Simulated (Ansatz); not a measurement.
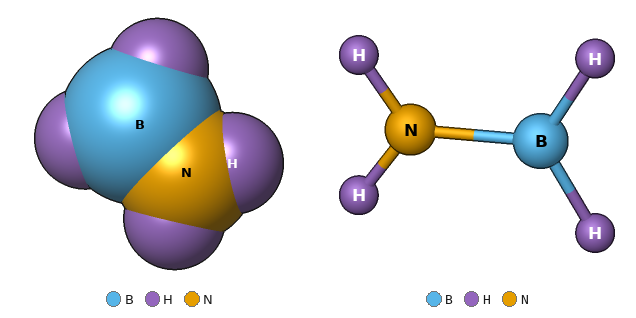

Both panels show the same species.

What does the picture show?

It has 6 atoms: 1 boron, 4 hydrogen and 1 nitrogen (BH4N). The point group is C2v. All atoms lie on one plane. Coordination: 1 B trigonal planar; 1 N trigonal planar.

The parts below concern this one geometry. Atoms keep their numbers from picture to picture. The geometry was computed by an optimisation with PBE0-D4/def2-TZVP.

### Thermal motion

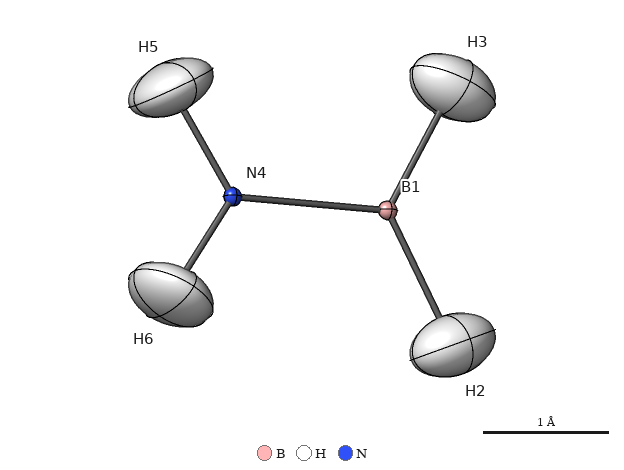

Displacement ellipsoids at the 50 % level, enlarged 2 times, from the internal vibrations of the free molecule (harmonic, no overall translation or rotation; no half-axis is drawn under 0.075 Å). Vibrations computed with RKS PBE0-D4/def2-TZVP (Ansatz 0.2.0). Temperature: 298 K.

List U_eq and the three principal root-mean-square amplitudes for each kind of atom.

| atom | U_eq (Å²) | rms amplitudes (Å) |
| --- | --- | --- |
| B1 | 0.00050 | 0.020, 0.021, 0.026 |
| H2, H3 | 0.0103 | 0.079, 0.100, 0.121 |
| N4 | 0.00037 | 0.015, 0.021, 0.021 |
| H5, H6 | 0.0117 | 0.067, 0.115, 0.132 |

### Dipole moment

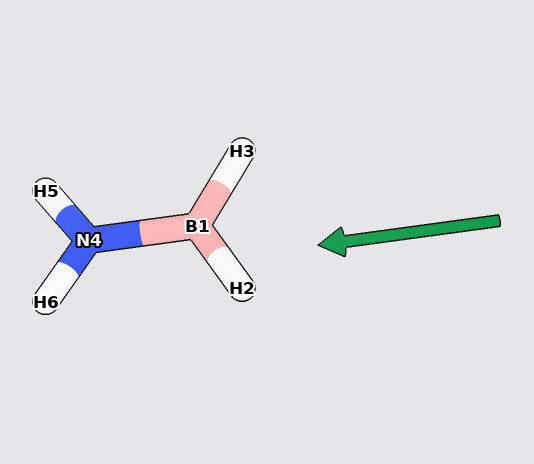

The arrow beside the molecule shows the direction of the dipole moment, from the negative to the positive end (its length means nothing). Properties computed with RKS PBE0-D4/def2-TZVP (Ansatz 0.2.0).

> Estimate the dipole moment.

1.98 D; it points from the side of H2, H3 to the side of H5, H6 (the outermost atoms at the two ends).

### Charges

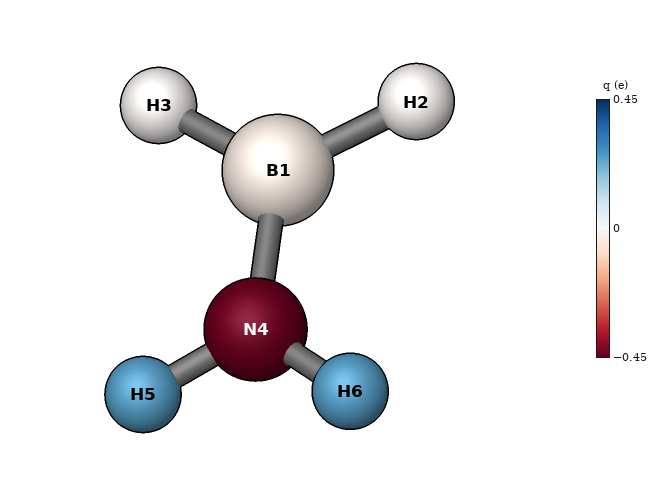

Atoms are coloured by their Mulliken charges. Level of theory: RKS PBE0-D4/def2-TZVP (Ansatz 0.2.0).

List the Mulliken charges.

| atom | value (e) |
| --- | --- |
| B1 | −0.03 |
| H2 | −0.01 |
| H3 | −0.01 |
| N4 | −0.44 |
| H5 | 0.24 |
| H6 | 0.24 |

### Electronic properties

Properties computed with RHF-CCSD(T), frozen core/def2-TZVPP (Ansatz 0.2.0).

> What is the T1 diagnostic?

0.012.

Mulliken values depend strongly on the basis set and can even reverse the polarity of a bond.
